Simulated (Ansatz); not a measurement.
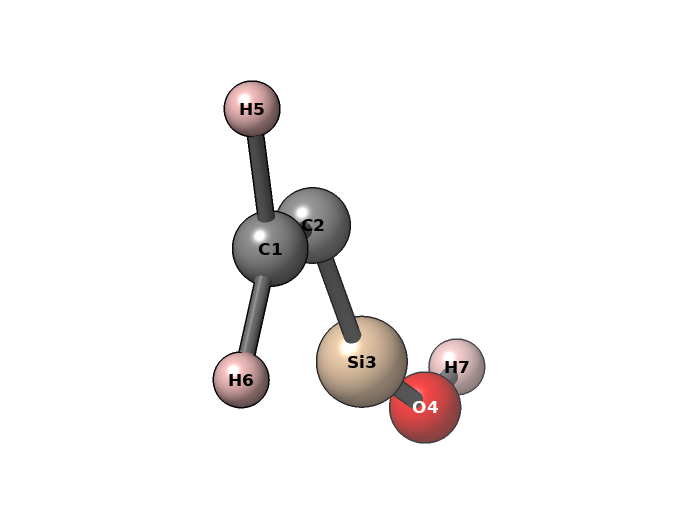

Source: calculation with Ansatz.

C2 lies behind C1. The molecule seen a little off the C1–C2 bond, C1 in front. Distant atoms are faded towards the background colour. State: charge +1, singlet. Geometry: atoms displaced at random (about 0.07 Å) from a stationary point of GFN2-xTB.

Q: What is the torsion angle H5–C1–C2–Si3? The sign is positive where the front bond must turn clockwise to cover the back bond.

A: 178°, antiperiplanar (anti).
